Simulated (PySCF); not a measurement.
# One shape, several levels: CH5OSi (SMILES C[SiH]O)

Aim: a comparison of 5 runs (UHF/3-21G, UB2PLYP/6-31G, UPBE0/def2-SVP, UPBE/pcseg-2, UMP2/6-31+G*) of CH5OSi. 

The calculation is run with PySCF 2.14.0.

## 1. The molecule

CH5OSi has 8 atoms, charge 0, and is taken as a doublet. As SMILES, `C[SiH]O`. The shape is that of a PBE0-D4/def2-TZVP optimisation. This is one conformer, not always the lowest.

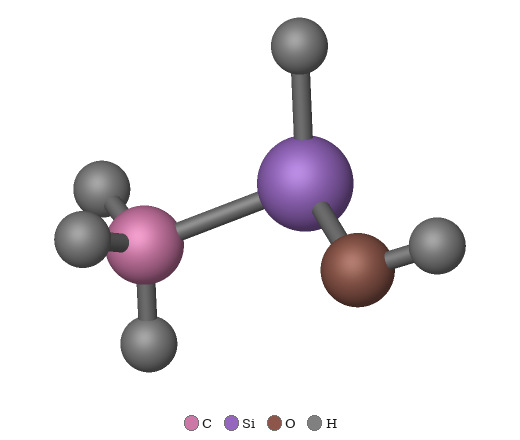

Viewed from a chosen angle; carbon pink, silicon purple, oxygen brown, hydrogen grey.

## 2. Energy and gradient at UHF/3-21G (run 1)

Contents of input.xyz:

```xyz
8
CH5OSi
C     -0.688200     0.901800    -0.099400
Si     0.670300    -0.323400    -0.458400
O      0.201200    -1.753600     0.234600
H     -1.628600     0.589000    -0.557100
H     -0.424700     1.887000    -0.490900
H     -0.841600     0.986400     0.980700
H      1.974600     0.132900     0.129400
H      0.828900    -2.477200     0.205400
```

Contents of calc.py:

```python
from pyscf import gto, scf

mol = gto.M(
    atom='input.xyz',
    charge=0,
    max_memory=1860,
    verbose=3,
    spin=1,
    basis='3-21g',
)

hf = scf.UHF(mol)
hf.conv_tol = 1e-10
hf.kernel()
if not hf.converged:
    hf = hf.newton().run(hf.mo_coeff, hf.mo_occ)

e_final = hf.e_tot
print(f'total energy: {e_final:.8f} hartree')
grad = hf.nuc_grad_method().kernel()
hf.analyze()
```

Started as:

```sh
$ OMP_NUM_THREADS=1 python calc.py
```

The log of the run:

```text
converged SCF energy = -402.407634236499  <S^2> = 0.75223271  2S+1 = 2.0022315
total energy: -402.40763424 hartree
[... 11 lines left out ...]
MO #2   energy= -20.4371752341228  | -20.4322446736922  occ= 1 | 1
[... 2 lines left out ...]
MO #41  energy= 3.13640132849527   | 3.14530486785435   occ= 0 | 0
[... 20 lines left out ...]
Dipole moment(X, Y, Z, Debye):  1.08057, -0.09584, -0.81220
```

Wall time 1 s (1 thread of Arm Neoverse V2, shared host); peak memory 0.12 GiB.

## 3. A single-point energy at UB2PLYP/6-31G (run 2)

Contents of job.py:

```python
# C[SiH]O
from pyscf import gto, dft, mp

mol = gto.M(
    atom='''
C   -0.688200   0.901800  -0.099400
Si   0.670300  -0.323400  -0.458400
O    0.201200  -1.753600   0.234600
H   -1.628600   0.589000  -0.557100
H   -0.424700   1.887000  -0.490900
H   -0.841600   0.986400   0.980700
H    1.974600   0.132900   0.129400
H    0.828900  -2.477200   0.205400
''',
    basis='6-31g',
    verbose=4,
    max_memory=1860,
    spin=1,
)

myscf = dft.UKS(mol)
myscf.xc = '0.53*HF + 0.47*B88, 0.73*LYP'
myscf.conv_tol = 1e-10
myscf.grids.level = 5
myscf.kernel()
if not myscf.converged:
    myscf = myscf.newton().run(myscf.mo_coeff, myscf.mo_occ)

pt = mp.MP2(myscf, frozen=7).run()
e_tot = myscf.e_tot + 0.27 * pt.e_corr
print('PT2 part  %.8f' % (0.27 * pt.e_corr))
print('E(%s) = %.9f' % ('B2PLYP', e_tot))
myscf.analyze()
```

Started as:

```sh
$ OMP_NUM_THREADS=1 python job.py
```

The log of the run:

```text
PySCF version 2.14.0

[... 118 lines left out ...]
Total Energy =                        -405.338577468537096
[... 2 lines left out ...]
Two-electron Energy =                  260.390106514106265
[... 5 lines left out ...]
MO #1   energy= -67.2650412767756  | -67.2610743279364  occ= 1 | 1
[... 3 lines left out ...]
MO #41  energy= 1.57722937790665   | 1.58394265216089   occ= 0 | 0
[... 68 lines left out ...]
Dipole moment(X, Y, Z, Debye):  1.10809,  0.18486, -0.53886
```

It took 11 s on 1 thread of Arm Neoverse V2, shared host; peak memory 0.28 GiB.

Runs 3 to 4 aren't shown in full; the table further down has their settings and results.

## 4. Energy and gradient at UMP2/6-31+G(d) (spherical functions) (run 5)

Contents of geometry.xyz:

```xyz
8

C     -0.688200     0.901800    -0.099400
Si     0.670300    -0.323400    -0.458400
O      0.201200    -1.753600     0.234600
H     -1.628600     0.589000    -0.557100
H     -0.424700     1.887000    -0.490900
H     -0.841600     0.986400     0.980700
H      1.974600     0.132900     0.129400
H      0.828900    -2.477200     0.205400
```

Contents of run.py:

```python
import pyscf.grad
from pyscf import gto, mp

mol = gto.Mole()
mol.atom = 'geometry.xyz'
mol.verbose = 4
mol.charge = 0
mol.spin = 1
mol.max_memory = 1860
mol.basis = '6-31+g*'
mol.build()

mf = mol.UHF()
mf.conv_tol = 1e-10
mf.kernel()
if not mf.converged:
    mf = mf.newton().run(mf.mo_coeff, mf.mo_occ)

pt = mp.MP2(mf, frozen=7).run()
energy = pt.e_tot
print('E = %.10f Eh' % energy)
grad = pt.Gradients().kernel()
dip = mf.dip_moment()
pop, q = mf.mulliken_pop()
```

Started as:

```sh
$ OMP_NUM_THREADS=1 python run.py
```

The log of the run:

```text
PySCF version 2.14.0

[... 96 lines left out ...]
converged SCF energy = -404.560956578151  <S^2> = 0.75280754  2S+1 = 2.0028056
[... 17 lines left out ...]
Dipole moment(X, Y, Z, Debye):  0.89287, -0.06034, -0.45832
[... 11 lines left out ...]
charge of  7H =      0.52034  (     0.23895      0.24072 )
```

Run time: 6.6 s. Hardware: 1 thread of Arm Neoverse V2, shared host; peak memory 0.34 GiB.

## 5. The series

| run | level | task | frozen core orbitals | energy (Eh) | dipole moment (D) of the reference | HOMO energy (eV) | LUMO energy (eV) | wall time |
| --- | --- | --- | --- | --- | --- | --- | --- | --- |
| 1 | UHF/3-21G | gradient | – | -402.407634 | 1.36 | -8.24 | 1.85 | 1 s |
| 2 | UB2PLYP/6-31G | energy | 7 | -405.426370 | 1.25 | -6.49 | -0.76 | 11 s |
| 3 | UPBE0/def2-SVP | gradient | – | -405.389888 | 0.57 | -5.39 | -1.60 | 26 s |
| 4 | UPBE/pcseg-2 | gradient | – | -405.608569 | 0.48 | -4.38 | -2.69 | 2 min |
| 5 | UMP2/6-31+G* (spherical functions) | gradient | 7 | -404.943901 | 1.01 | -8.56 | 1.21 | 6.6 s |

## 6. Summary of results

| quantity | value |
| --- | --- |
| run 5: total energy | -404.94390 Eh |
| run 5: dipole moment (Hartree–Fock density) | 1.01 D |
| run 5: HOMO energy (Hartree–Fock orbitals) (highest over α and β) | -8.56 eV |
| run 5: LUMO energy (Hartree–Fock orbitals) (lowest over α and β) | 1.21 eV |
| run 5: correlation energy (7 core orbitals frozen) | -382.9 mEh |
| run 5: ⟨S²⟩ of the reference determinant | 0.753 |
| run 5: largest force on an atom | 1.008 eV/Å |

What this shows: Over runs 1, 2, 3, 4 the dipole moment (its size) runs from 0.48 D (UPBE/pcseg-2) to 1.36 D (UHF/3-21G). The two ends differ in method and basis. Totals of different functionals can't be ranked against each other. All runs together took 2.7 min, the longest 2 min.
